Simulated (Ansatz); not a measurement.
**Geometry relaxation of ZrN$_{3}$H$_{6}$Cl$_{2}$ (part 1 of 2)**

The run: geometry relaxation of ZrN$_{3}$H$_{6}$Cl$_{2}$, multiplicity 2. Method and program: UKS PBE/def2-SVP (Ansatz 0.2.0).

The input holds or restrains some coordinates. It belongs to a series of runs on one base structure; here: pulled along the bonds that form and break, towards end A.

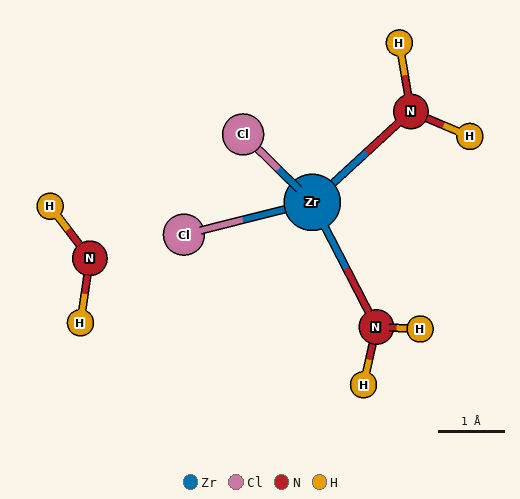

Figure 1. The input geometry (ball-and-stick view, seen at a tilt). Sticks mark near contacts. Bond lengths as drawn: Cl–Zr 2.52 to 2.77 Å, H–N 1.06 Å and N–Zr 2.21 Å.

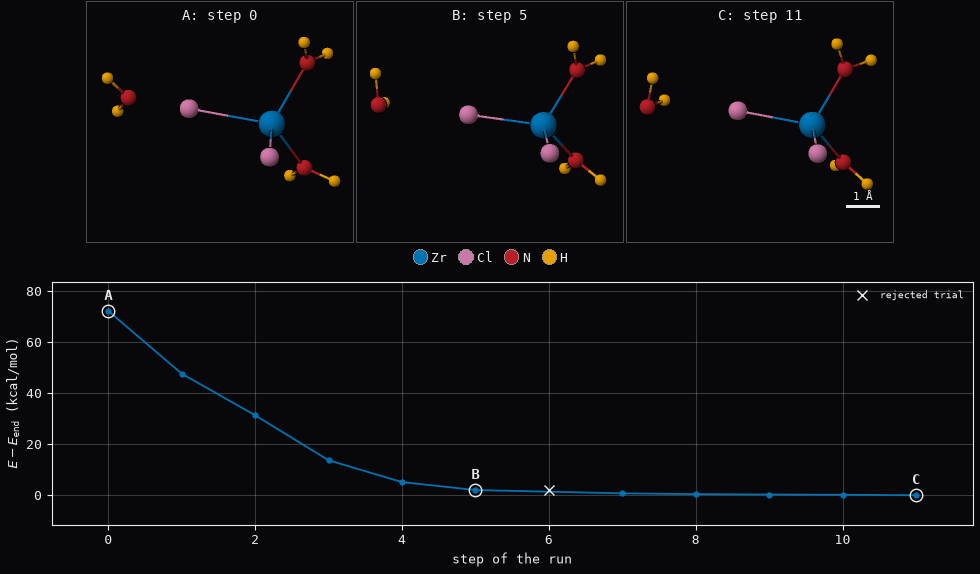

Figure 2. Frames of the restrained relaxation (ball-and-stick view, seen at a tilt) above the curves, on which the letters mark them (the first geometry is step 0 here and step 1 in the log).

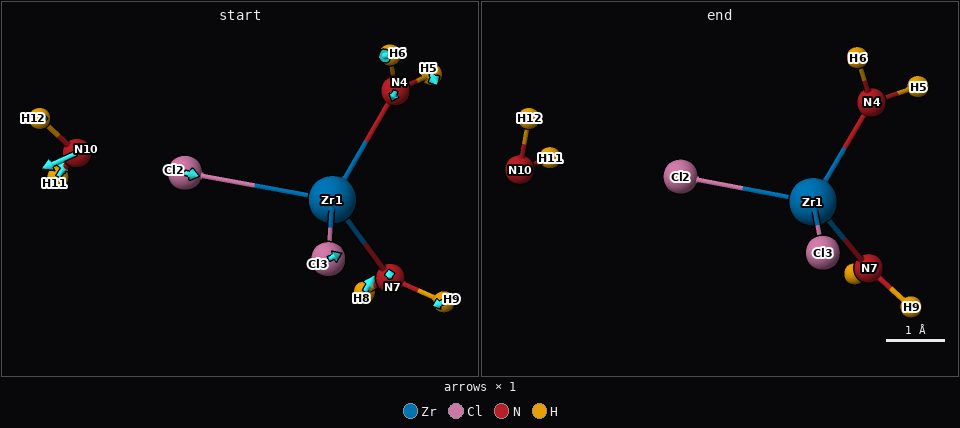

Figure 3. Before (left) and after (right) the restrained relaxation, at one scale (ball-and-stick view, seen at a tilt). The teal arrows give the displacements, at true length. The atom that moves furthest after the best rigid fit is N10 (0.72 Å). By element the largest moves are N 0.72 Å, H 0.41 Å, Cl 0.31 Å, Zr 0.04 Å. Among the contacts that change: Zr1–Cl2 2.770 → 2.487 Å, Zr1–N7 2.208 → 2.013 Å, Zr1–N4 2.208 → 2.018 Å, Zr1–Cl3 2.520 → 2.374 Å. Among the angles that change: H11–N10–H12 120.0° → 99.4°, H5–N4–H6 120.0° → 108.2°, Zr1–N4–H5 120.0° → 129.7°. Over 11 geometry steps the energy falls by 72.2 kcal/mol. The largest force component goes from 2.3 to 1.1 eV/Å. The line search rejected the trial step at point 6 (counted from 0) and went back. (Atoms are counted from 1 in the order of the input.)

These pictures come from the run below.

Input:
```yaml
crystal:
  periodic: [false, false, false]
  atoms:
    - { symbol: Zr, position_ang: [0.0, 0.0, 0.0] }
    - { symbol: Cl, position_ang: [0.0, 0.0, 2.77] }
    - { symbol: Cl, position_ang: [2.3764, 0.0, -0.8392] }
    - { symbol: "N", position_ang: [-1.0409, 1.8034, -0.7359] }
    - { symbol: H, position_ang: [-2.061, 1.7482, -1.0186] }
    - { symbol: H, position_ang: [-0.5204, 2.7241, -0.8065] }
    - { symbol: "N", position_ang: [-1.0409, -1.8034, -0.7359] }
    - { symbol: H, position_ang: [-1.5759, -2.4197, -0.0595] }
    - { symbol: H, position_ang: [-1.0055, -2.0526, -1.7656] }
    - { symbol: "N", position_ang: [0.0, 0.0, 4.8] }
    - { symbol: H, position_ang: [-0.496, -0.7725, 5.33] }
    - { symbol: H, position_ang: [0.496, 0.7725, 5.33] }
magnetization:
  spin_polarized: true
  initial_magnetization: 1
basis:
  gaussian: { orbitals: def2-SVP }
hamiltonian:
  xc: pbe
relax:
  f_tol: 0.15
  max_steps: 25
  restrain:
    - { distance: [1, 9], at: 2.93, k: 30.0 }
    - { distance: [0, 1], at: 2.52, k: 30.0 }
```

Launch command:
```bash
ansatz run input.yaml --threads 4 --pin off --max-ram 5120MiB --backend cpu --events-out ev --progress --plain --runs-dir out
```

Log:
```
The last accepted step is kept in [file] (removed where the run ends without a failure and the disk answers)
Engine: ansatz 0.2.0, x86_64-unknown-linux-gnu
Functional definition: PBE
  parameter kappa = 0.804
  parameter beta = 0.06672455060314922
  exchange = pbe_x(kappa = kappa, mu = beta*pi^2/3)
  correlation = pbe_c(beta = beta)
1532 factors; their error is unknown
mean field evaluation 1: about -30841.2952 eV, gradient 7.7e1 eV
mean field evaluation 2: about -30382.0814 eV, gradient 2.3e2 eV
mean field evaluation 4: about -30689.2198 eV, gradient 1.7e2 eV
mean field evaluation 8: about -30868.1612 eV, gradient 2.5e-1 eV
mean field evaluation 16: about -30868.1044 eV, gradient 1.2e-4 eV
mean field evaluation 32: about -30857.7596 eV, gradient 3.2e1 eV
mean field evaluation 64: about -30863.7447 eV, gradient 1.1e1 eV
mean field evaluation 96: about -30868.0791 eV, gradient 2.7e-1 eV
mean field -30868.10442340 eV, -1134.3819144073 hartree, gradient 1.3e-5 eV, S^2 0.756561; 6 other end points of the search recorded, 0 dependent functions left out
the calculation of the forces begins
reference -30868.10451918 eV, -1134.3819179270 hartree; 37, 36 occupied and 102, 103 virtual orbitals, 1532 factors
relax step   1: F+E_penalty+E_count = -30868.10442340 eV  Δ(F+E_penalty+E_count) = +0.000e0 eV  max|allowed force component| = 2.293e0 eV/Å  E_restraint = 13.08750000 eV  max|allowed force component, restraints' pulls added| = 3.659e1 eV/Å  Δτ_max = 0.0000 Å  (388 SCF iters, accepted)
  distance Cl 1 - N 9 = 2.0300 Å
  distance Zr 0 - Cl 1 = 2.7700 Å
these checks for a lower state are left out or cut short: starts, cluster_reference, orbital_swaps, neighbouring_geometries, increment
1532 factors; their error is unknown
mean field -30869.17028418 eV, -1134.4210840686 hartree, gradient 8.9e-6 eV, S^2 0.753933; 0 other end points of the search recorded, 0 dependent functions left out
[... from here on the field's lines of each further geometry are left out, up to the last ...]
relax step   2: F+E_penalty+E_count = -30869.17028418 eV  Δ(F+E_penalty+E_count) = -1.066e0 eV  max|allowed force component| = 3.697e0 eV/Å  E_restraint = 5.09697517 eV  max|allowed force component, restraints' pulls added| = 2.260e1 eV/Å  Δτ_max = 0.1949 Å  (65 SCF iters, accepted)
relax step   3: F+E_penalty+E_count = -30869.87761899 eV  Δ(F+E_penalty+E_count) = -7.073e-1 eV  max|allowed force component| = 2.823e0 eV/Å  E_restraint = 1.24897772 eV  max|allowed force component, restraints' pulls added| = 6.868e0 eV/Å  Δτ_max = 0.1947 Å  (49 SCF iters, accepted)
relax step   4: F+E_penalty+E_count = -30870.64197826 eV  Δ(F+E_penalty+E_count) = -7.644e-1 eV  max|allowed force component| = 1.917e0 eV/Å  E_restraint = 0.05305022 eV  max|allowed force component, restraints' pulls added| = 1.366e0 eV/Å  Δτ_max = 0.1941 Å  (48 SCF iters, accepted)
relax step   5: F+E_penalty+E_count = -30871.01305874 eV  Δ(F+E_penalty+E_count) = -3.711e-1 eV  max|allowed force component| = 1.675e0 eV/Å  E_restraint = 0.03216926 eV  max|allowed force component, restraints' pulls added| = 1.044e0 eV/Å  Δτ_max = 0.2000 Å  (40 SCF iters, accepted)
relax step   6: F+E_penalty+E_count = -30871.14825981 eV  Δ(F+E_penalty+E_count) = -1.352e-1 eV  max|allowed force component| = 1.093e0 eV/Å  E_restraint = 0.02273565 eV  max|allowed force component, restraints' pulls added| = 5.480e-1 eV/Å  Δτ_max = 0.1359 Å  (40 SCF iters, accepted)
relax step   7: F+E_penalty+E_count = -30871.14042102 eV  Δ(F+E_penalty+E_count) = +7.839e-3 eV  max|allowed force component| = 1.777e0 eV/Å  E_restraint = 0.04195177 eV  max|allowed force component, restraints' pulls added| = 1.852e0 eV/Å  Δτ_max = 0.1958 Å  (40 SCF iters, rejected (line search))
relax step   8: F+E_penalty+E_count = -30871.20455430 eV  Δ(F+E_penalty+E_count) = -5.629e-2 eV  max|allowed force component| = 1.167e0 eV/Å  E_restraint = 0.01237675 eV  max|allowed force component, restraints' pulls added| = 2.043e-1 eV/Å  Δτ_max = 0.0954 Å  (36 SCF iters, accepted)
relax step   9: F+E_penalty+E_count = -30871.21718461 eV  Δ(F+E_penalty+E_count) = -1.263e-2 eV  max|allowed force component| = 1.143e0 eV/Å  E_restraint = 0.01488904 eV  max|allowed force component, restraints' pulls added| = 1.514e-1 eV/Å  Δτ_max = 0.0999 Å  (34 SCF iters, accepted)
relax step  10: F+E_penalty+E_count = -30871.22457274 eV  Δ(F+E_penalty+E_count) = -7.388e-3 eV  max|allowed force component| = 1.126e0 eV/Å  E_restraint = 0.01688800 eV  max|allowed force component, restraints' pulls added| = 5.999e-1 eV/Å  Δτ_max = 0.1451 Å  (35 SCF iters, accepted)
relax step  11: F+E_penalty+E_count = -30871.22889039 eV  Δ(F+E_penalty+E_count) = -4.318e-3 eV  max|allowed force component| = 1.151e0 eV/Å  E_restraint = 0.01538539 eV  max|allowed force component, restraints' pulls added| = 2.763e-1 eV/Å  Δτ_max = 0.1000 Å  (35 SCF iters, accepted)
the calculation of the forces begins
reference -30871.23662000 eV, -1134.4970205092 hartree; 37, 36 occupied and 102, 103 virtual orbitals, 1532 factors
relax step  12: F+E_penalty+E_count = -30871.23652791 eV  Δ(F+E_penalty+E_count) = -7.638e-3 eV  max|allowed force component| = 1.127e0 eV/Å  E_restraint = 0.01707237 eV  max|allowed force component, restraints' pulls added| = 1.419e-1 eV/Å  Δτ_max = 0.0592 Å  (36 SCF iters, accepted)
  distance Cl 1 - N 9 = 2.9345 Å
  distance Zr 0 - Cl 1 = 2.4866 Å
1532 factors; their error is unknown
mean field -30871.23652791 eV, -1134.4970171251 hartree, gradient 1.2e-5 eV, S^2 0.752490; 1 other end points of the search recorded, 0 dependent functions left out
the calculation of the forces begins
reference -30871.23662000 eV, -1134.4970205092 hartree; 37, 36 occupied and 102, 103 virtual orbitals, 1532 factors
Total energy: -30871.23662000 eV, -1134.4970205092 hartree
Atom 0 at     0.028950    -0.018697    -0.025555 Å, force     0.010609     0.004552     0.977217 eV/Å
Atom 1 at     0.043279     0.000303     2.460890 Å, force    -0.020457     0.015237    -1.127090 eV/Å
Atom 2 at     2.174211     0.081869    -1.038318 Å, force     0.000576    -0.007020     0.006083 eV/Å
Atom 3 at    -1.009011     1.585622    -0.675761 Å, force    -0.015329     0.079870     0.016920 eV/Å
Atom 4 at    -1.885122     1.626978    -1.209172 Å, force     0.027938    -0.014427     0.016289 eV/Å
Atom 5 at    -0.687765     2.550757    -0.507909 Å, force    -0.019335    -0.059728    -0.015386 eV/Å
Atom 6 at    -1.005119    -1.602825    -0.713620 Å, force    -0.000766     0.009984    -0.004711 eV/Å
Atom 7 at    -1.727493    -2.110620    -0.186181 Å, force    -0.004111    -0.001094    -0.000170 eV/Å
Atom 8 at    -0.828921    -2.106070    -1.592508 Å, force     0.006583    -0.012471    -0.002180 eV/Å
Atom 9 at     0.335804    -0.294882     5.365764 Å, force    -0.102745     0.110781     0.081855 eV/Å
Atom 10 at    -0.685861    -0.454012     5.187193 Å, force     0.114688     0.016258     0.025739 eV/Å
Atom 11 at     0.378848     0.741576     5.203977 Å, force     0.002349    -0.141943     0.025434 eV/Å
Dipole moment:    -0.877942     0.166137    -0.709910 e Å
```

Trajectory as extended XYZ (Å, eV, eV/Å), 12 frames, from step=1 to step=12:
```
12
Properties=species:S:1:pos:R:3:forces:R:3 step=1 energy=-30868.10442
Zr    0.0000    0.0000    0.0000   -0.9668  -0.1353  -0.9059
Cl    0.0000    0.0000    2.7700   -0.0264   0.0391  -2.0881
Cl    2.3764    0.0000   -0.8392   -1.5607   0.0878   0.5823
N    -1.0409    1.8034   -0.7359    1.0560  -1.9986   0.8401
H    -2.0610    1.7482   -1.0186    1.4082   0.6805   0.1688
H    -0.5204    2.7241   -0.8065   -1.1985  -0.9409  -0.1009
N    -1.0409   -1.8034   -0.7359    0.9975   2.0984   0.8900
H    -1.5759   -2.4197   -0.0595    0.5330   0.4291  -1.3425
H    -1.0055   -2.0526   -1.7656   -0.3322  -0.1714   1.4905
N     0.0000    0.0000    4.8000    0.7454  -0.5186   2.2932
H    -0.4960   -0.7725    5.3300    0.3173   1.2128  -0.9053
H     0.4960    0.7725    5.3300   -0.9729  -0.7830  -0.9223
```
